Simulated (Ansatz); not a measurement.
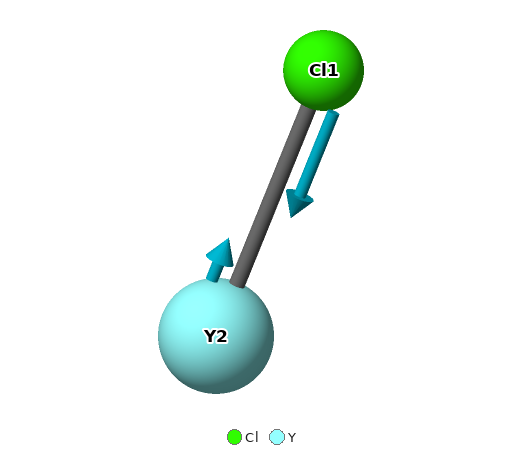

The arrows show one normal mode. Charge 0, singlet. Harmonic vibrations computed with RKS PBE0-D4/def2-TZVP, core potentials on Y (Ansatz 0.2.0) at a stationary point of the same level.

### Describe the motion.

Mostly Y–Cl stretching.

### Estimate its harmonic wavenumber.

381 cm⁻¹; it is mode 1 of 1 counted from the lowest.
